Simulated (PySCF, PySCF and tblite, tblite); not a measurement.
**C₄H₆BClSi: a path driven as rotation about a bond, and NMR exchange**

How fast is rotation about a bond in C₄H₆BClSi (`B/C=C1/C=C[Si@@H]1Cl`), and when do the exchanging lines merge?

Programs: PySCF 2.14.0 with density-fitted response routines of our own, and tblite 0.8.0. All values are computed, except where a source is named. Atoms count from 0 throughout.

## Step 1: The starting structure

13 atoms, charge 0, multiplicity 1; geometry from: force field or distance geometry start.

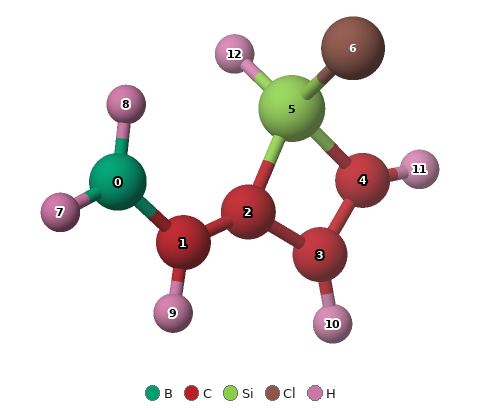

The starting geometry (boron teal, carbon red, silicon green, chlorine brown, hydrogen pink), atoms numbered.

## Step 2: GFN2-xTB relaxation, start minimum

The job: settings as JSON, then the geometry in Å.

```
{"job": {"xc": "GFN2-xTB", "basis": "xTB", "kind": "relax"}, "charge": 0, "multiplicity": 1}
B      2.326100     0.546000    -0.512700
C      1.271800    -0.610400    -0.405700
C      0.024900    -0.419200    -0.014000
C     -1.176900    -1.328900     0.165200
C     -2.107200    -0.400700     0.570800
Si    -0.972000     0.946100     0.454000
Cl    -1.387600     2.215900    -1.160400
H      3.429500     0.318600    -0.849400
H      2.017000     1.660100    -0.262900
H      1.597000    -1.619900    -0.630900
H     -1.265000    -2.408000     0.037000
H     -3.154500    -0.458500     0.838300
H     -0.607400     1.559500     1.753000
```

Started as:

```sh
OMP_NUM_THREADS=1 python ens_run.py task.json out
```

One launch serves the whole session.

Standard output:

```text
step      E/eV     max force
  0    -518.30520    7.075
  1    -518.83289    1.233
  2    -518.88230    0.794
  3    -518.91482    0.714
  4    -518.95691    0.646
  5    -519.00203    0.604
  6    -519.03160    0.429
  7    -519.04941    0.319
  8    -519.06287    0.313
  9    -519.07767    0.351
 10    -519.09042    0.318
 11    -519.10058    0.288
 12    -519.10716    0.189
 13    -519.11156    0.168
 14    -519.11480    0.158
 15    -519.11705    0.128
 16    -519.11874    0.106
 17    -519.12001    0.093
 18    -519.12098    0.070
 19    -519.12171    0.081
 20    -519.12227    0.075
 21    -519.12285    0.059
 22    -519.12363    0.075
 23    -519.12470    0.100
 24    -519.12603    0.111
 25    -519.12752    0.098
 26    -519.12890    0.105
 27    -519.12992    0.103
 28    -519.13051    0.067
 29    -519.13083    0.044
 30    -519.13103    0.038
 31    -519.13121    0.044
 32    -519.13140    0.038
 33    -519.13161    0.043
 34    -519.13183    0.043
 35    -519.13203    0.043
 36    -519.13215    0.024
 37    -519.13221    0.019
 38    -519.13224    0.016
 39    -519.13229    0.025
 40    -519.13234    0.025
 41    -519.13239    0.020
 42    -519.13241    0.011
 43    -519.13242    0.011
 44    -519.13244    0.011
 45    -519.13245    0.011
 46    -519.13246    0.009
 47    -519.13247    0.008
 48    -519.13248    0.009
 49    -519.13249    0.010
 50    -519.13250    0.009
 51    -519.13251    0.006
 52    -519.13251    0.005
 53    -519.13251    0.008
 54    -519.13252    0.007
 55    -519.13252    0.004
 56    -519.13252    0.003
 57    -519.13252    0.004
 58    -519.13253    0.005
 59    -519.13253    0.005
 60    -519.13253    0.003
 61    -519.13253    0.004
 62    -519.13253    0.004
 63    -519.13253    0.006
 64    -519.13254    0.005
 65    -519.13254    0.003
 66    -519.13254    0.003
```

Run time: 0.49 s. Hardware: 1 thread of Arm Neoverse V1, shared host.

The energy fell by 0.827 eV, and the atoms moved 0.18 Å (root mean square).

## Step 3: Relaxed scan, rotation

The job: settings as JSON, then the geometry in Å.

```
{"job": {"xc": "GFN2-xTB", "basis": "xTB", "coordinate": [["t", [7, 0, 1, 2], 0.25], ["t", [7, 0, 1, 9], 0.25], ["t", [8, 0, 1, 2], 0.25], ["t", [8, 0, 1, 9], 0.25]], "kind": "drive"}, "charge": 0, "multiplicity": 1}
B      2.361795     0.440307    -0.542434
C      1.296789    -0.649450    -0.400337
C      0.033342    -0.391520    -0.015062
C     -1.104151    -1.281657     0.177142
C     -2.108135    -0.455324     0.533821
Si    -1.040950     1.119072     0.463972
Cl    -1.491420     2.455282    -0.969799
H      3.448471     0.175491    -0.886252
H      2.074704     1.549184    -0.295217
H      1.533750    -1.690113    -0.612954
H     -1.108078    -2.353436     0.054407
H     -3.124354    -0.733202     0.759948
H     -0.776153     1.815851     1.715039
```

Standard output:

```text
point  coordinate     E/eV
  0    -74.700     -519.12163
  1    -59.900     -519.09240
  2    -45.000     -519.04718
  3    -30.000     -518.99487
  4    -14.800     -518.95216
  5      0.500     -518.93598
  6     15.700     -518.95242
  7     30.900     -518.99385
  8     45.900     -519.04687
  9     60.800     -519.09183
 10     75.600     -519.12183
 11     90.500     -519.13153
```

Wall time 2.8 s (1 thread of Arm Neoverse V1, shared host).

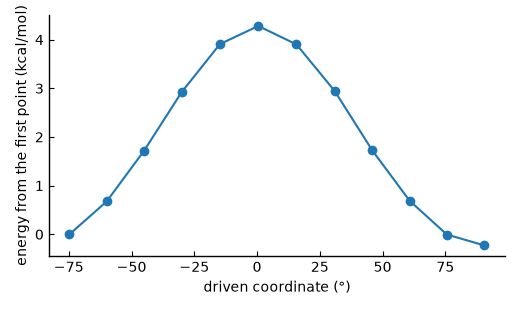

Energy along the scan.

## Step 4: Nudged elastic band, leg 1

The job, as its differences from that of step 3:

```diff
@@ -1,2 +1,2 @@
-{"job": {"xc": "GFN2-xTB", "basis": "xTB", "coordinate": [["t", [7, 0, 1, 2], 0.25], ["t", [7, 0, 1, 9], 0.25], ["t", [8, 0, 1, 2], 0.25], ["t", [8, 0, 1, 9], 0.25]], "kind": "drive"}, "charge": 0, "multiplicity": 1}
+{"job": {"xc": "GFN2-xTB", "basis": "xTB", "kind": "neb"}, "charge": 0, "multiplicity": 1}
 B      2.361795     0.440307    -0.542434
```

Standard output:

```text
image   E - E0 / eV
  0       0.0000
  1       0.0435
  2       0.1408
  3       0.1959
  4       0.1201
  5       0.0341
  6       0.0000
```

It took 1.6 s on 1 thread of Arm Neoverse V1, shared host.

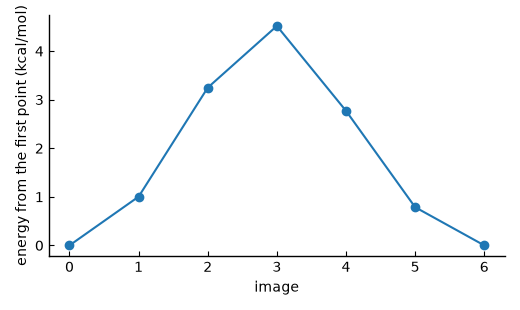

Energy along the band.

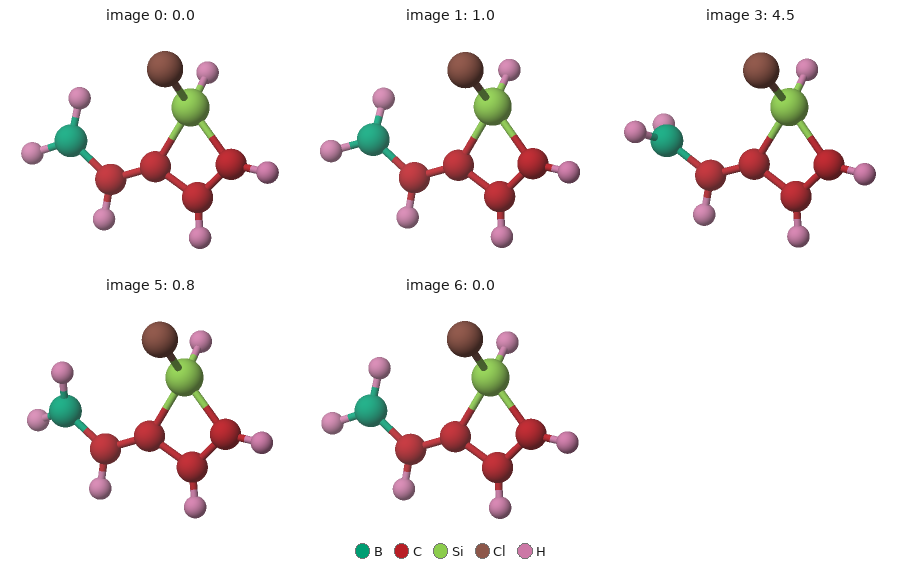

Images along the band, with energies in kcal/mol.

## Step 5: Saddle search, leg 1

The job: settings as JSON, then the geometry in Å.

```
{"job": {"xc": "GFN2-xTB", "basis": "xTB", "kind": "saddle"}, "charge": 0, "multiplicity": 1}
B      2.439253     0.426414    -0.496947
C      1.293208    -0.575665    -0.262629
C      0.013031    -0.347490     0.029137
C     -1.096751    -1.279483     0.237105
C     -2.155883    -0.480398     0.465022
Si    -1.154902     1.127272     0.346751
Cl    -1.541594     2.387313    -1.179553
H      2.635477     0.858937    -1.567103
H      3.155272     0.717829     0.382296
H      1.595254    -1.620958    -0.360039
H     -1.044112    -2.356579     0.200682
H     -3.170719    -0.785492     0.654382
H     -0.967535     1.928302     1.550895
```

Standard output:

```text
step      E/eV     max force
  0    -518.93667   0.0216
  1    -518.93660   0.0237
  2    -518.93661   0.0010
lowest wavenumbers (cm-1): -275.9 70.2 104.2 139.2 183.9 261.2
```

Run time: 2.1 s. Hardware: 1 thread of Arm Neoverse V1, shared host.

Point group C1; 1 imaginary mode, 276i cm⁻¹, carried by H7, H8. Steps downhill from it reached both ends.

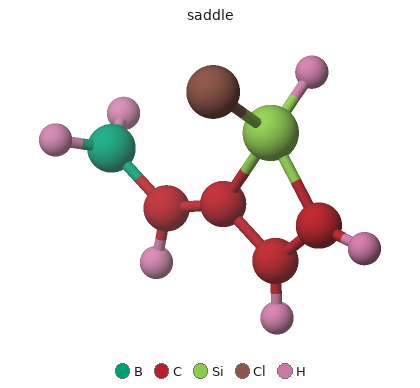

The saddle point.

## Step 6: Shieldings, start: CAM-B3LYP/pcSseg-1

The job: settings as JSON, then the geometry in Å.

```
{"job": {"kind": "nmr", "xc": "CAM-B3LYP", "basis": "pcSseg-1", "pop": false}, "charge": 0, "multiplicity": 1}
B      2.361795     0.440307    -0.542434
C      1.296789    -0.649450    -0.400337
C      0.033342    -0.391520    -0.015062
C     -1.104151    -1.281657     0.177142
C     -2.108135    -0.455324     0.533821
Si    -1.040950     1.119072     0.463972
Cl    -1.491420     2.455282    -0.969799
H      3.448471     0.175491    -0.886252
H      2.074704     1.549184    -0.295217
H      1.533750    -1.690113    -0.612954
H     -1.108078    -2.353436     0.054407
H     -3.124354    -0.733202     0.759948
H     -0.776153     1.815851     1.715039
```

Standard output:

```text
coarse grid: 12400 points
cycle   1  E = -930.3141011727  dE =  1.034e+00  |g| = 3.898e-01  |ddm| = 3.369e+00
cycle   2  E = -930.3331452544  dE = -1.904e-02  |g| = 3.404e-01  |ddm| = 8.292e-01
cycle   3  E = -930.3617431224  dE = -2.860e-02  |g| = 6.259e-02  |ddm| = 3.800e-01
cycle   4  E = -930.3624906166  dE = -7.475e-04  |g| = 3.815e-02  |ddm| = 8.272e-02
cycle   5  E = -930.3628601682  dE = -3.696e-04  |g| = 4.226e-03  |ddm| = 4.041e-02
cycle   6  E = -930.3628678608  dE = -7.693e-06  |g| = 1.684e-03  |ddm| = 6.833e-03
final grid: 111944 points
cycle   7  E = -930.4088195936  dE = -2.147e-05  |g| = 3.757e-03  |ddm| = 1.531e-02
cycle   8  E = -930.4088198052  dE = -2.116e-07  |g| = 3.799e-03  |ddm| = 7.160e-03
cycle   9  E = -930.4088235496  dE = -3.744e-06  |g| = 4.874e-04  |ddm| = 3.508e-03
cycle  10  E = -930.4088236042  dE = -5.461e-08  |g| = 1.973e-04  |ddm| = 5.093e-04
cycle  11  E = -930.4088236153  dE = -1.116e-08  |g| = 3.932e-05  |ddm| = 2.250e-04
cycle  12  E = -930.4088236159  dE = -5.550e-10  |g| = 1.306e-05  |ddm| = 5.721e-05
converged SCF energy = -930.4088236159

GIAO shielding tensors (ppm)
atom      isotropic    diamagn.    paramagn.     s11        s22        s33       span
  0 B       25.356     192.987    -167.631    -31.208    -18.868    126.145    157.353
  1 C       38.870     253.065    -214.195    -61.782      6.591    171.801    233.583
  2 C      -22.218     260.568    -282.787   -123.711    -46.035    103.091    226.802
  3 C       10.578     255.294    -244.715   -106.280      1.787    136.227    242.507
  4 C        4.937     260.487    -255.550   -112.284    -24.531    151.625    263.908
  5 Si     342.704     878.321    -535.616    307.064    355.534    365.515     58.451
  6 Cl     942.230    1148.407    -206.178    905.655    933.547    987.487     81.833
  7 H       24.855      29.744      -4.889     20.289     26.685     27.592      7.303
  8 H       25.173      30.875      -5.702     18.061     27.751     29.706     11.645
  9 H       24.513      31.691      -7.179     21.441     24.217     27.881      6.440
 10 H       23.799      32.019      -8.220     21.354     24.108     25.935      4.581
 11 H       23.926      30.601      -6.675     19.900     25.492     26.386      6.486
 12 H       25.903      28.145      -2.242     22.742     24.073     30.893      8.151
```

Run time: 22 s. Hardware: 1 thread of Arm Neoverse V1, shared host; peak memory 0.8 GiB.

This run: HOMO -8.61 eV, LUMO -1.29 eV; dipole 2.48 D.

## Step 7: Shieldings, saddle of leg 1: CAM-B3LYP/pcSseg-1

The job: settings as JSON, then the geometry in Å.

```
{"job": {"kind": "nmr", "xc": "CAM-B3LYP", "basis": "pcSseg-1", "pop": false}, "charge": 0, "multiplicity": 1}
B      2.448422     0.422550    -0.495413
C      1.290398    -0.567432    -0.271320
C      0.012169    -0.339235     0.029688
C     -1.095166    -1.274913     0.233894
C     -2.155465    -0.481175     0.474057
Si    -1.161123     1.130426     0.352458
Cl    -1.555029     2.379259    -1.182431
H      2.680805     0.823634    -1.570142
H      3.142416     0.727700     0.396902
H      1.584633    -1.613046    -0.388804
H     -1.038807    -2.351663     0.192662
H     -3.167695    -0.790270     0.672180
H     -0.985559     1.934164     1.556269
```

Standard output:

```text
coarse grid: 12400 points
cycle   1  E = -930.3000729263  dE =  1.044e+00  |g| = 3.966e-01  |ddm| = 3.385e+00
cycle   2  E = -930.3226766466  dE = -2.260e-02  |g| = 3.199e-01  |ddm| = 7.796e-01
cycle   3  E = -930.3477854564  dE = -2.511e-02  |g| = 2.775e-02  |ddm| = 3.503e-01
cycle   4  E = -930.3480408331  dE = -2.554e-04  |g| = 1.085e-02  |ddm| = 6.036e-02
cycle   5  E = -930.3480694877  dE = -2.865e-05  |g| = 5.171e-03  |ddm| = 1.755e-02
cycle   6  E = -930.3480762989  dE = -6.811e-06  |g| = 1.287e-03  |ddm| = 6.026e-03
final grid: 111944 points
cycle   7  E = -930.3942577645  dE = -2.102e-05  |g| = 3.477e-03  |ddm| = 1.506e-02
cycle   8  E = -930.3942581950  dE = -4.305e-07  |g| = 3.341e-03  |ddm| = 6.509e-03
cycle   9  E = -930.3942609658  dE = -2.771e-06  |g| = 4.587e-04  |ddm| = 3.049e-03
cycle  10  E = -930.3942610115  dE = -4.566e-08  |g| = 1.659e-04  |ddm| = 5.207e-04
cycle  11  E = -930.3942610191  dE = -7.677e-09  |g| = 3.309e-05  |ddm| = 1.943e-04
cycle  12  E = -930.3942610194  dE = -3.122e-10  |g| = 9.347e-06  |ddm| = 4.487e-05
converged SCF energy = -930.3942610194

GIAO shielding tensors (ppm)
atom      isotropic    diamagn.    paramagn.     s11        s22        s33       span
  0 B        5.653     191.070    -185.418    -60.286    -52.644    129.888    190.174
  1 C       33.668     257.714    -224.046    -53.371     26.437    127.940    181.311
  2 C       28.620     258.437    -229.817    -57.968      8.637    135.192    193.160
  3 C       10.733     255.040    -244.307   -108.417      6.914    133.703    242.121
  4 C       24.988     260.123    -235.136    -83.258      7.641    150.580    233.838
  5 Si     343.916     878.535    -534.618    305.745    355.444    370.560     64.815
  6 Cl     941.913    1148.595    -206.682    902.853    933.935    988.951     86.098
  7 H       23.569      29.417      -5.849     15.849     25.927     28.930     13.081
  8 H       23.609      29.313      -5.704     16.244     26.016     28.567     12.322
  9 H       25.143      31.245      -6.102     21.897     26.624     26.908      5.011
 10 H       24.087      31.919      -7.832     21.547     24.862     25.853      4.307
 11 H       24.957      30.696      -5.739     22.495     25.899     26.476      3.981
 12 H       26.143      28.393      -2.250     22.714     24.393     31.322      8.608
```

Run time: 29 s. Hardware: 1 thread of Arm Neoverse V1, shared host; peak memory 0.84 GiB.

This run: HOMO -7.93 eV, LUMO -0.68 eV; dipole 1.65 D.

Orbitals, density, ELF and potential are computed afterwards from the orbital file.

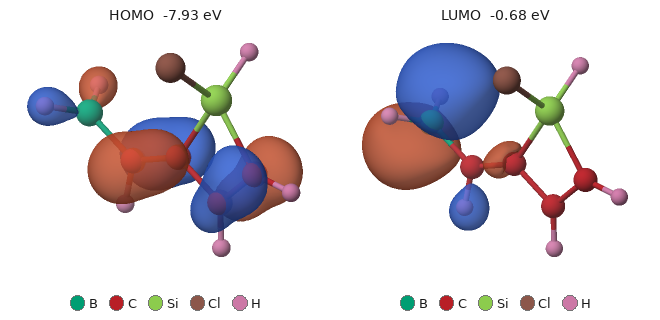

CAM-B3LYP/pcSseg-1 orbitals near the gap, drawn at the value that encloses 70 % of each; the two colours are the two signs.

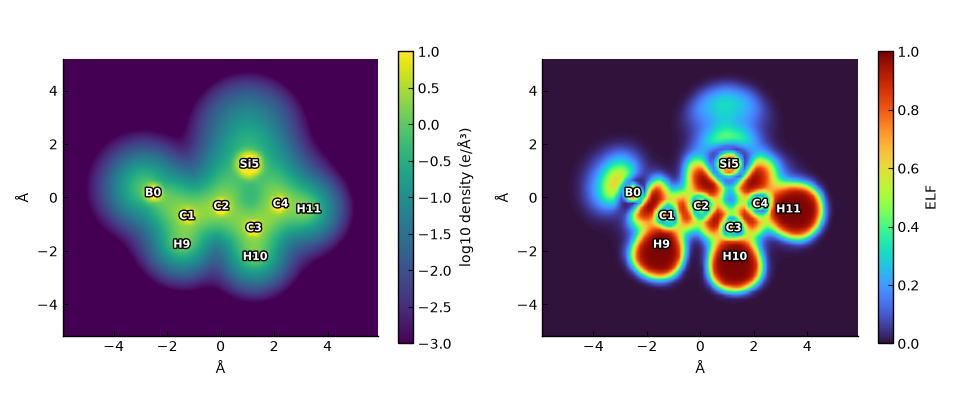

Density (left) and ELF (right) in a plane through or near 9 of the atoms.

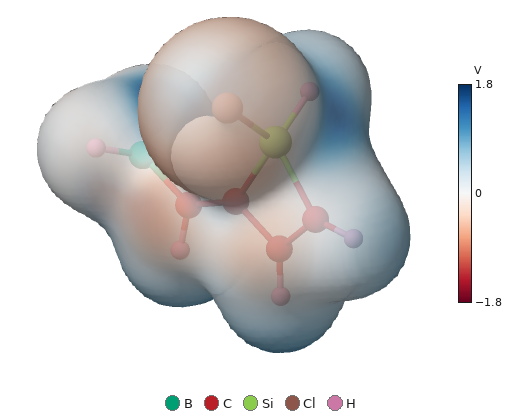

The potential that a unit positive charge feels on the 0.002 e/bohr³ surface, from the 1st to the 99th percentile, from -0.54 V near Cl6 to 1.80 V near B0.

## Step 8: Kinetics and line shapes

The job: settings as JSON, then the geometry in Å.

```
{"job": {"smiles": "B/C=C1/C=C[SiH]1Cl", "charge": 0, "mult": 1, "motion": "rotation", "what": "aryl or vinyl borane", "atoms": [0, 1], "drives": [{"terms": [["t", [7, 0, 1, 2], 0.25], ["t", [7, 0, 1, 9], 0.25], ["t", [8, 0, 1, 2], 0.25], ["t", [8, 0, 1, 9], 0.25]], "by": 180, "n": 12}], "study": "path", "level": {"kind": "nmr", "xc": "CAM-B3LYP", "basis": "pcSseg-1"}, "fields": [270, 500, 600], "first": 2, "seed": 432, "kind": "path"}, "charge": 0, "multiplicity": 1}
B      2.361795     0.440307    -0.542434
C      1.296789    -0.649450    -0.400337
C      0.033342    -0.391520    -0.015062
C     -1.104151    -1.281657     0.177142
C     -2.108135    -0.455324     0.533821
Si    -1.040950     1.119072     0.463972
Cl    -1.491420     2.455282    -0.969799
H      3.448471     0.175491    -0.886252
H      2.074704     1.549184    -0.295217
H      1.533750    -1.690113    -0.612954
H     -1.108078    -2.353436     0.054407
H     -3.124354    -0.733202     0.759948
H     -0.776153     1.815851     1.715039
```

Standard output:

```text
stationary points (kcal/mol above the start)
  n  kind          group   xTB      DFT    lowest mode
  0  minimum      C1       0.00     0.00      73.8
  1  saddle       C1       4.52     9.31    -275.9
  2  minimum      C1       0.00     0.00      74.0

GFN2-xTB energies: T/K, barrier G, reaction G (kcal/mol), k forward, k back (1/s)
 150.00     3.57     0.00   3.98e+07   4.02e+07
 200.00     3.61     0.00   9.37e+08   9.45e+08
 250.00     3.68     0.00   6.36e+09   6.41e+09
 298.15     3.75     0.00   2.22e+10   2.24e+10
 350.00     3.84     0.01   5.86e+10   5.91e+10
 400.00     3.93     0.01   1.19e+11    1.2e+11
 500.00     4.14     0.01   3.23e+11   3.25e+11

CAM-B3LYP/pcSseg-1 + D3(BJ) energies: T/K, barrier G, reaction G (kcal/mol), k forward, k back (1/s)
 150.00     8.36     0.00       4.15       4.19
 200.00     8.41     0.00   5.43e+03   5.48e+03
 250.00     8.47     0.00   4.11e+05   4.14e+05
 298.15     8.54     0.00   6.81e+06   6.87e+06
 350.00     8.63     0.01   5.97e+07   6.01e+07
 400.00     8.72     0.01   2.86e+08   2.88e+08
 500.00     8.93     0.01   2.59e+09   2.61e+09
```

Wall time 60 s (1 thread of Arm Neoverse V1, shared host); peak memory 0.84 GiB. This counts the whole study up to here.

Barriers by level (kcal/mol; entropies in cal/(mol K)). Zero-point and thermal terms come from xTB in every row. ΔG‡ leaves symmetry out; the rate counts equivalent paths (a factor of 2); effective ΔG‡, where given, is the barrier that would give that rate by Eyring's equation alone:

```
                      level   ΔE‡  with zero-point   ΔH‡   ΔS‡  ΔG‡ (298 K)  ΔE of reaction  k at 298 K (1/s)  effective ΔG‡
                   GFN2-xTB  4.52             3.53  3.27  -1.6         3.75            0.00           2.2e+10           3.34
CAM-B3LYP/pcSseg-1 + D3(BJ)  9.31             8.33  8.07  -1.6         8.54            0.00           6.8e+06           8.13
```

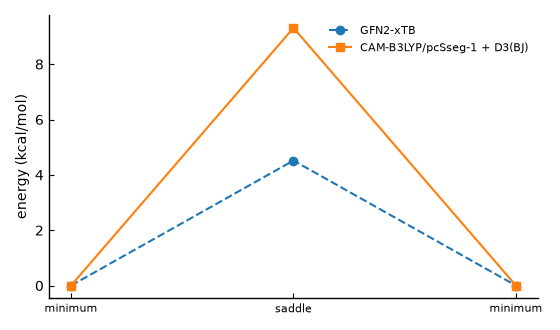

The xTB stationary points, at both levels.

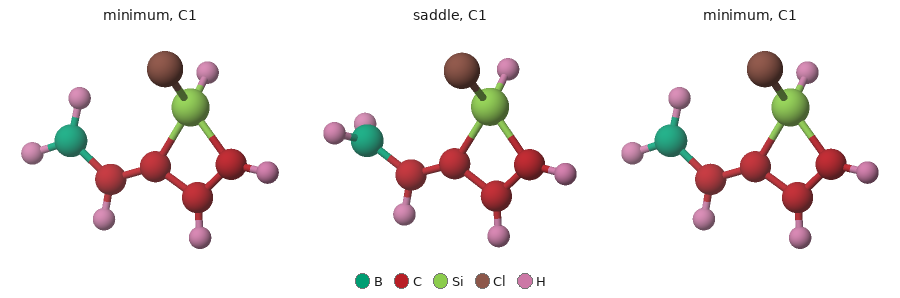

The stationary points in order.

Sites that the driver pairs across this motion, and where their lines would merge (no couplings; faster rotations or exchange between molecules can average them sooner):

```
nucleus  sites: shielding (ppm)  proton frequency (MHz)  spread (Hz)  coalescence (K)  lines at 298 K
     ¹H    H7: 24.86; H8: 25.17                     270           86              173               1
     ¹H    H7: 24.86; H8: 25.17                     500          159              178               1
     ¹H    H7: 24.86; H8: 25.17                     600          190              179               1
```

## Step 9: What came out

```
                             quantity                              value
barrier (CAM-B3LYP/pcSseg-1 + D3(BJ))   ΔE‡ 9.3, ΔG‡(298 K) 8.5 kcal/mol
                   barrier (GFN2-xTB)                   ΔE‡ 4.5 kcal/mol
                        rate at 298 K                        6.8e+06 s⁻¹
                      end of the path  the start, renumbered or mirrored
                 coalescence of ¹H H7                   179 K at 600 MHz
```

**Reading.** DFT puts the top 9.3 kcal/mol above the start (xTB: 4.5); the rate from the DFT barrier is 6.8e+06 s⁻¹ at 298 K. An error of 1.4 kcal/mol changes that rate tenfold. The ¹H lines of H7 and its partners, 190 Hz apart at 600 MHz, merge at 179 K, so by this path alone the exchange at 298 K is fast for them; other paths were not followed.
